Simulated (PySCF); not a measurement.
# Cl8Si8 (Si8Cl8 cubane): the cost of one run

Computed with PySCF 2.14.0, with density-fitted response routines of our own, on a single molecule in the gas phase. Atoms are numbered from 0 throughout.

### Step 1. The starting structure

16 atoms, charge 0, multiplicity 1; geometry from: GFN2-xTB. The atoms were then displaced at random by about 0.03 Å, so the start is not that level's minimum.

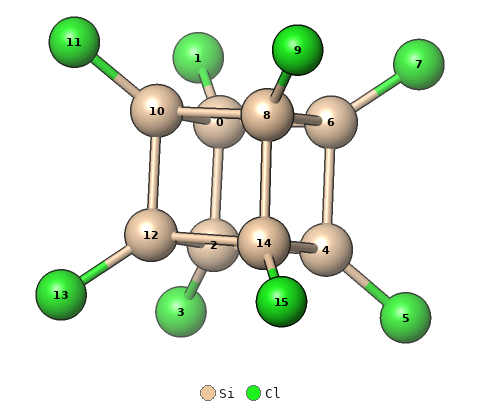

The starting geometry (silicon light orange, chlorine green), atoms numbered.

### Step 2. Optimising the geometry at PBE0-D3(BJ)/def2-SVP

Job settings and geometry (Å):

```
{"job": {"xc": "PBE0", "basis": "def2-SVP", "d3": "d3bj", "grid": 1, "maxiter": 40, "shake": 0.03, "kind": "geom"}, "charge": 0, "multiplicity": 1}
Si    -1.567060     1.231450     0.189100
Cl    -3.232130     2.569480     0.342630
Si    -0.994110    -0.299700     1.827270
Cl    -1.743840    -0.571900     3.649160
Si    -0.684120    -1.999400     0.105150
Cl    -1.345920    -3.894120     0.262710
Si    -1.341720    -0.384470    -1.539290
Cl    -2.660000    -0.730680    -3.056110
Si     0.927990     0.309090    -1.795260
Cl     1.835180     0.570710    -3.629980
Si     0.649030     1.970570    -0.110150
Cl     1.352100     3.911050    -0.250390
Si     1.285720     0.408960     1.511220
Cl     2.655730     0.755700     3.062380
Si     1.614900    -1.340320    -0.175890
Cl     3.213900    -2.540360    -0.326140
```

Started as:

```console
> OMP_NUM_THREADS=2 python probes_run.py task.json out
```

The driver reads the jobs from task.json and runs them one after another.

Q: Estimate the wall time and peak memory of this first job on 2 threads of Intel Xeon Platinum 8488C, shared host.

About 11 min, with a peak of 3.5 GiB.
